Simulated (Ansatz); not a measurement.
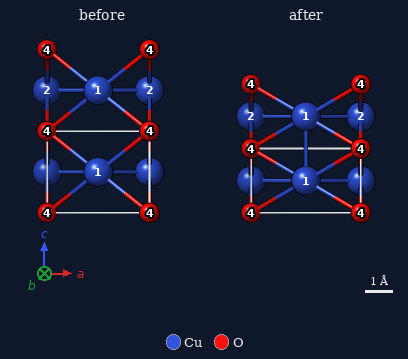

The structure of a crystal of Cu3O (a generated structure, set up in P6/mmm) (coarse preliminary run) before (left) and after (right) a relaxation, at one scale.

A ball-and-stick model of the cell of the calculation, repeated 1 × 1 × 2 with one cell outlined, seen along the b axis.

Method: Ansatz 0.2.0, DFT PBE, scalar-relativistic, plane waves, PAW. Settings: plane-wave cutoff 420 eV; k-point mesh 6 × 6 × 6; occupations gaussian; smearing width 0.1 eV; collinear spin; cell and atoms relaxed; force threshold 0.04 eV/Å; at most 70 steps.

> What changed between the two?

The energy falls by 331 meV per atom in 7 accepted moves (9 points after the start). All forces vanish by symmetry, so only the cell relaxes. The pressure goes from 6.05 to 0.05 GPa. At 2 points the geometry stayed and the basis and grid were re-selected for the new cell (energy shift of 2.3 meV per atom at most each time). No atom moves by more than 0.005 Å relative to the cell. Cell: a = b 4.449 → 4.769 Å (+7.2 %), c 3.069 → 2.415 Å (−21.3 %). Volume −9.6 %. Among the contacts that change: Cu–Cu 3.069 → 2.415 Å, Cu–Cu 2.224 → 2.384 Å, Cu–O 2.702 → 2.673 Å. The space group stays P6/mmm (No. 191). The program noted that the starting moments weren't kept. The run may lie on a higher electronic state than the lowest, so the end point isn't shown to be the ground-state structure. Cost: 5.7 min on 1 thread of AMD EPYC (Zen 3), on a shared host, peak memory 0.48 GiB.
